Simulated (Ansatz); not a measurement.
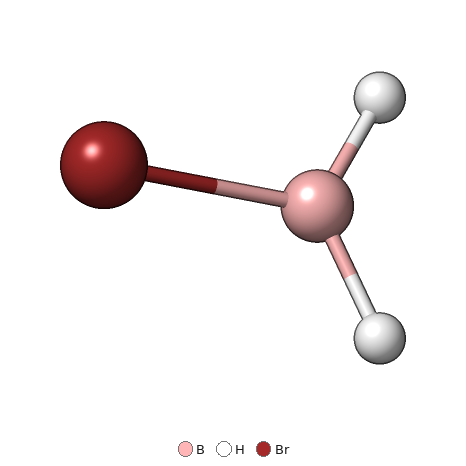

Harmonic vibrations computed with RKS PBE0-D4/def2-TZVP (Ansatz 0.2.0) at a stationary point of the same level.

How many imaginary frequencies does it have?

A minimum: no imaginary frequency, and the lowest mode lies at 703 cm⁻¹.

How many vibrational modes are there, and where do they lie?

6 modes: 703, 813, 965, 1191, 2622, 2744 cm⁻¹.
